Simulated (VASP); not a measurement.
Band structure of P (space group R-3m). All values below come from LDA (Ceperley-Alder, Perdew-Zunger), VASP's LDA PAW potentials (set 64) (plane waves; VASP 6.6.1).

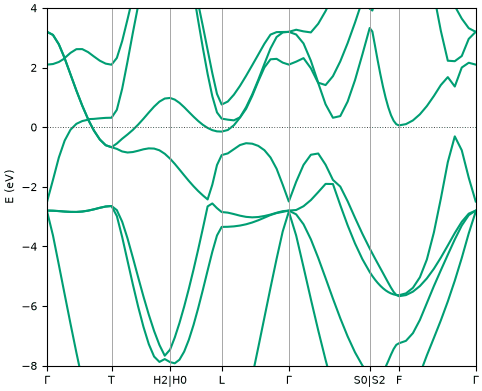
Figure: Bands along high-symmetry lines, zero at the valence-band maximum or, without a gap, the Fermi level

### Question
Read the plot: is there a gap, and where are the band edges?

### Answer
It has no gap at this level: it comes out as a metal or semimetal. (Edges off the drawn lines would not show.)

The structure comes from a computed database's P entry (R-3m); how it stands against other phases isn't given here. It was relaxed first, which changed the volume by -8 %.
